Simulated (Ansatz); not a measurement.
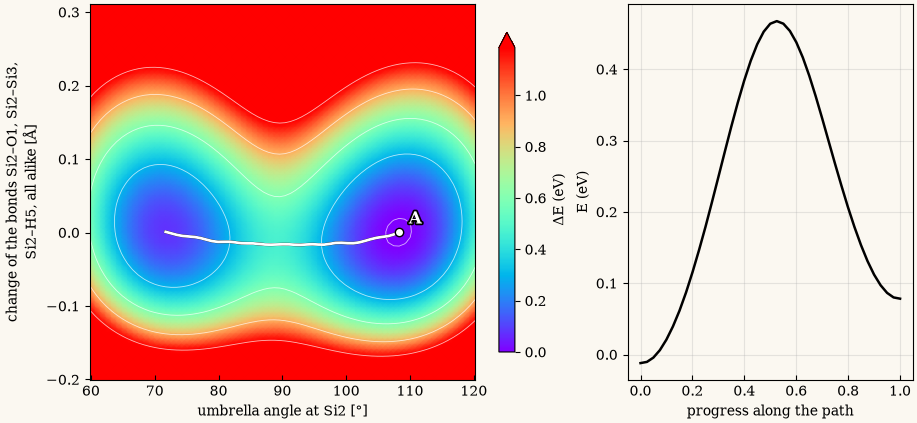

H5OSi2, SMILES O[SiH][SiH3], spin multiplicity 2. 
- The first coordinate is: umbrella angle at Si2 (between each of its bonds and their common axis; 90 is planar); the second: change of the bonds Si2–O1, Si2–Si3, Si2–H5, all alike.
- Nothing is relaxed (all other coordinates rigid).
- The scan uses a 15 × 15 grid.
- Points are written as (first, second).
- Energies: eV, counted from the lowest grid point.
- Theory: Ansatz, UHF/def2-TZVP.

In the figure: a smooth colour map with a few white contour lines, a line along the lowest path, one colour for all values above the top of the scale, the energy along the path at the right, the start A. Between grid points the surface is interpolated.

Describe the path and its barrier.

The easiest path leads from the well at about (108°, 0.00 Å) to the well at about (72°, 0.00 Å), about 0.09 eV higher. Its highest point lies about 0.48 eV above the bottom of the first well on the interpolated surface, at about (89°, −0.02 Å). Seen from the upper well the barrier is about 0.39 eV. The start is the relaxed structure and all else is held, so a fully relaxed path at this level can only be lower.
